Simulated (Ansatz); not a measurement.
**C2H7Si (SMILES C[SiH]C) at U-revPBE/6-311+G(d,p)**

What is the energy change on altering one bond length of C2H7Si at U-revPBE/6-311+G**? 

Program for the calculation: Ansatz 0.2.0.

36 further runs of the same task are left out: 36 set aside as unsound or not needed.

### Step 1. The molecule

The species is C2H7Si (10 atoms), meant as a doublet with charge 0. SMILES: `C[SiH]C`. The coordinates come from a PBE0-D4/def2-TZVP relaxation.

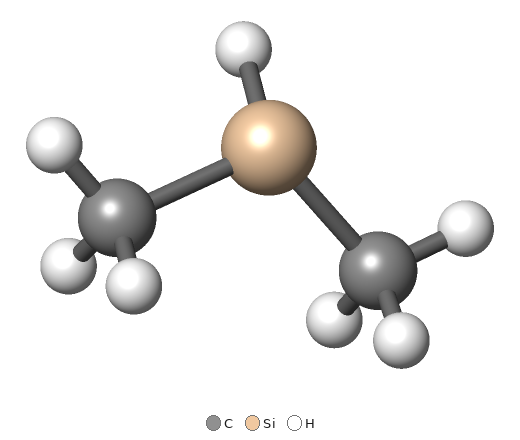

The structure, seen from a chosen angle (carbon grey, silicon light orange, hydrogen white).

### Step 2. A single-point energy at U-revPBE/6-311+G(d,p)

input.yaml reads:

```yaml
crystal:
  periodic: [false, false, false]
  atoms:
    - {symbol: C, position_ang: [-1.065300, 0.729000, -0.876200]}
    - {symbol: Si, position_ang: [0.579500, 0.676400, 0.026300]}
    - {symbol: C, position_ang: [0.745000, -0.863300, 1.086800]}
    - {symbol: H, position_ang: [-1.173700, -0.143700, -1.529000]}
    - {symbol: H, position_ang: [-1.145400, 1.625300, -1.494500]}
    - {symbol: H, position_ang: [-1.899100, 0.727900, -0.170400]}
    - {symbol: H, position_ang: [1.707100, 0.752000, -0.952200]}
    - {symbol: H, position_ang: [-0.043500, -0.905000, 1.841800]}
    - {symbol: H, position_ang: [1.708100, -0.884600, 1.600600]}
    - {symbol: H, position_ang: [0.670300, -1.765000, 0.469600]}
basis:
  gaussian:
    orbitals: 6-311+G_st__st_-spherical.json
magnetization:
  spin_polarized: true
  initial_magnetization: 1
hamiltonian:
  xc: {name: revPBE}
accuracy: high
output: {orbitals: {seedname: orbitals}}
```

The basis set 6-311+G** is read from a file made from the Basis Set Exchange's data (not shown).

The run is started by

```bash
$ ansatz run input.yaml --threads 1 --pin off --max-ram 3480MiB --events-out events.jsonl --progress --plain --runs-dir runs
```

The program printed:

```text
Warning: RAYON_NUM_THREADS=1 ignored (pool sized by the plan → 1); use --threads N
Functional definition: revPBE
  name "revPBE"
  parameter kappa = 1.245
  parameter beta = 0.06672455060314922
  exchange = pbe_x(kappa = kappa, mu = beta*pi^2/3)
  correlation = pbe_c(beta = beta)
2270 factors; integrals over basis functions are off by at most 6.3e-9 eV
mean field evaluation 1: about -10047.2932 eV, gradient 5.9e1 eV
mean field evaluation 2: about -10022.0348 eV, gradient 8.1e1 eV
mean field evaluation 4: about -10063.4004 eV, gradient 3.4e0 eV
mean field evaluation 8: about -10063.4628 eV, gradient 1.3e-1 eV
mean field evaluation 16: about -10063.4629 eV, gradient 1.2e-4 eV
mean field -10063.46290312 eV, -369.8254404294 hartree, gradient 5.6e-8 eV, S^2 0.752179; 0 other end points of the search recorded, 0 dependent functions left out
reference -10063.46291134 eV, -369.8254407315 hartree; 17, 16 occupied and 99, 100 virtual orbitals, 2270 factors
Total energy: -10063.46291134 eV, -369.8254407315 hartree
```

Run time: 14 s. Hardware: 1 thread of Arm Neoverse V1, shared host; peak memory 0.38 GiB.

### Step 3. The distorted shape at the same level

run.yaml reads:

```yaml
basis:
  gaussian:
    orbitals: 6-311+G_st__st_-spherical.json
crystal:
  periodic: [false, false, false]
  atoms:
    - {symbol: C, position_ang: [-1.546863, 0.739650, -1.133107]}
    - {symbol: Si, position_ang: [0.097937, 0.687050, -0.230607]}
    - {symbol: C, position_ang: [0.263437, -0.852650, 0.829893]}
    - {symbol: H, position_ang: [-1.655263, -0.133050, -1.785907]}
    - {symbol: H, position_ang: [-1.626963, 1.635950, -1.751407]}
    - {symbol: H, position_ang: [-2.380663, 0.738550, -0.427307]}
    - {symbol: H, position_ang: [1.225537, 0.762650, -1.209107]}
    - {symbol: H, position_ang: [-0.525063, -0.894350, 1.584893]}
    - {symbol: H, position_ang: [1.708100, -0.884600, 1.600600]}
    - {symbol: H, position_ang: [0.188737, -1.754350, 0.212693]}
accuracy: high
output: {orbitals: {seedname: orbitals}}
hamiltonian:
  xc: {name: revPBE}
magnetization:
  spin_polarized: true
  initial_magnetization: 1
```

The basis set 6-311+G** is read from a file made from the Basis Set Exchange's data (not shown).

The run is started by

```bash
$ ansatz run run.yaml --threads 1 --pin off --max-ram 3480MiB --events-out events.jsonl --progress --plain --runs-dir runs
```

The program printed (excerpt; [...] marks lines left out):

```text
Warning: RAYON_NUM_THREADS=1 ignored (pool sized by the plan → 1); use --threads N
[... 6 set-up lines as earlier in the session ...]
2281 factors; integrals over basis functions are off by at most 6.9e-9 eV
mean field evaluation 1: about -10044.0122 eV, gradient 6.0e1 eV
mean field evaluation 2: about -10007.4863 eV, gradient 8.7e1 eV
mean field evaluation 4: about -10061.1694 eV, gradient 8.2e0 eV
mean field evaluation 8: about -10061.5789 eV, gradient 5.0e-1 eV
mean field evaluation 16: about -10061.5803 eV, gradient 1.4e-4 eV
mean field -10061.58030593 eV, -369.7562562590 hartree, gradient 2.5e-8 eV, S^2 0.752182; 0 other end points of the search recorded, 0 dependent functions left out
reference -10061.58031420 eV, -369.7562565629 hartree; 17, 16 occupied and 99, 100 virtual orbitals, 2281 factors
Total energy: -10061.58031420 eV, -369.7562565629 hartree
```

Wall time 14 s (1 thread of Arm Neoverse V1, shared host); peak memory 0.39 GiB.

### Step 4. Results

Level: U-revPBE/6-311+G**.

```
                                                         quantity          value
                                        first shape: total energy  -369.82544 Eh
                  first shape: HOMO energy (highest over α and β)       -4.46 eV
                   first shape: LUMO energy (lowest over α and β)       -2.57 eV
                                                first shape: ⟨S²⟩          0.752
                                    distorted shape: total energy  -369.75626 Eh
              distorted shape: HOMO energy (highest over α and β)       -4.51 eV
               distorted shape: LUMO energy (lowest over α and β)       -2.62 eV
                                            distorted shape: ⟨S²⟩          0.752
energy change with the C3–H9 bond stretched from 1.092 to 1.638 Å       1.883 eV
```

In words: With the C3–H9 bond stretched from 1.092 to 1.638 Å the energy rises by 1.88 eV (43 kcal/mol). The first shape isn't relaxed at this level, so the change isn't measured from a minimum.
